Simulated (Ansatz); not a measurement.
## Electronic structure of Al2F2H4S2 in real space

Input

```
crystal:
  periodic: [false, false, false]
  atoms:
    - {symbol: Al, position_ang: [1.390293, -0.422304, -0.751742]}
    - {symbol: Al, position_ang: [-0.945012, 0.468832, 1.231563]}
    - {symbol: F, position_ang: [0.862274, -0.743807, -2.306529]}
    - {symbol: F, position_ang: [-2.453466, 0.521313, 0.509596]}
    - {symbol: S, position_ang: [-0.062727, -1.655782, 0.658112]}
    - {symbol: S, position_ang: [0.473691, 1.697634, -0.216759]}
    - {symbol: H, position_ang: [2.889408, -0.543123, -0.294816]}
    - {symbol: H, position_ang: [-0.973596, -1.851892, -0.326184]}
    - {symbol: H, position_ang: [-0.685730, 0.820964, 2.741435]}
    - {symbol: H, position_ang: [-0.412134, 1.656965, -1.241778]}
basis:
  gaussian:
    orbitals: def2-SVPD
hamiltonian:
  xc: pbe0
output: {forces: true, orbitals: {seedname: orbitals}}
```

Command:

```sh
ansatz run input.yaml --threads 2 --pin off --max-ram 5220MiB --events-out events.jsonl --progress --plain --runs-dir runs
```

Geometry: PBE0-D4/def2-SVP.

All numbers below come from Ansatz, isolated molecule in a Gaussian basis; Kohn-Sham density functional theory, functional PBE0.

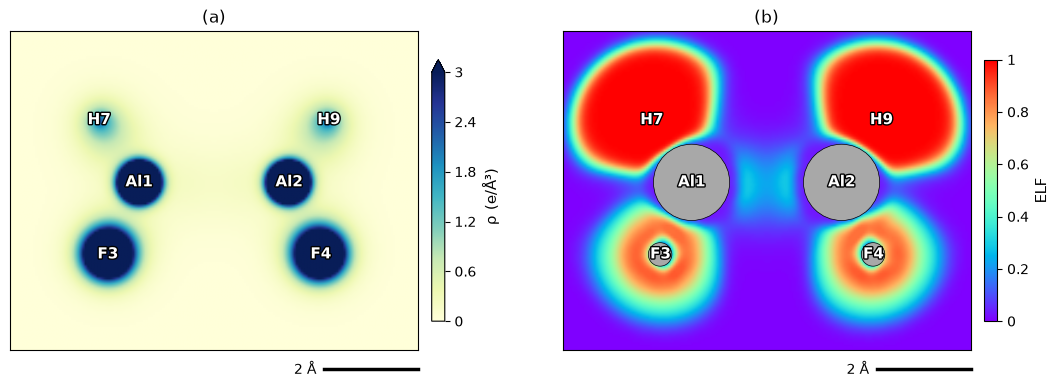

Figure 1. (a) total electron density; (b) ELF on the plane of atoms F4, Al2 and H9. Grey discs cover the atomic cores in the ELF map.

Interpret the plot.

The section cuts through Al, F and H sites.
Al–F (1.67 Å): the density is about 0.77 e/Å³ at the midpoint; the ELF peaks at about 0.85 in the valence shell of F, 0.6 Å from its nucleus, and is about 0.25 at the midpoint.
Al–H (1.57 Å): ρ at the midpoint is about 0.56 e/Å³; the ELF climbs to about 1 towards the hydrogen.
The ELF also peaks beside F3 and F4, away from the bonds: lone-pair regions.

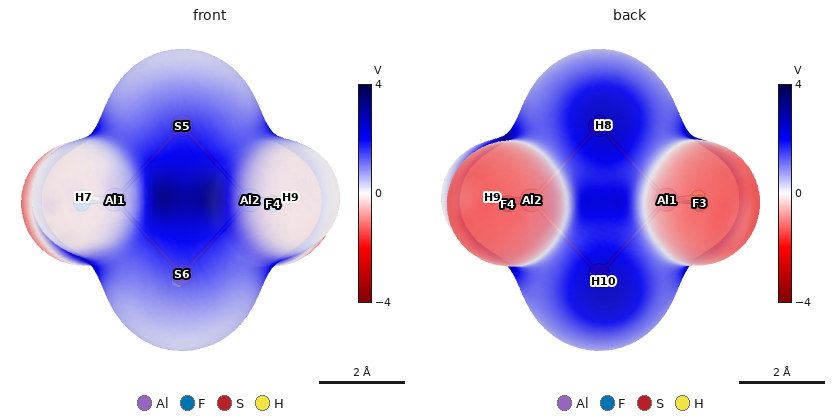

Figure 2. The molecular electrostatic potential painted on the density surface at 0.004 e/bohr³, seen from the front and from behind; red is negative and blue positive.

Where is the surface potential most negative and most positive?

The most negative region (about −1.3 V) lies over F3 and F4, the most positive (about +3.5 V) over Al1 and Al2.

What dipole moment does the calculation give?

Its dipole moment is 0.94 D.

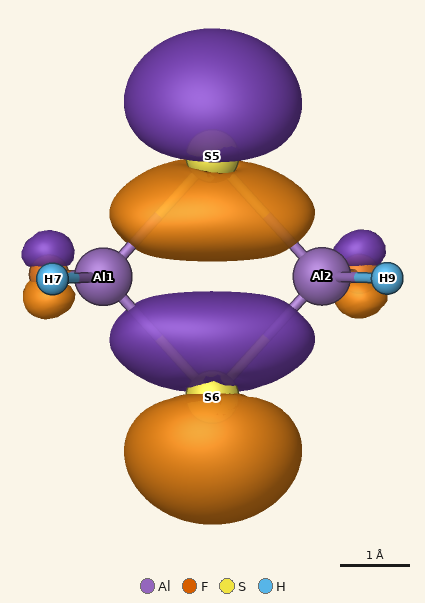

Figure 3. The HOMO−1 at ±0.08 Å⁻³ᐟ² (orange and purple are the two phases), seen across its widest extent.

What is the character of this orbital?

It lies mainly on S6 (about 40 %) and S5 (about 40 %); largely a combination of lone pairs on S6 and S5. Its energy is −9.01 eV.
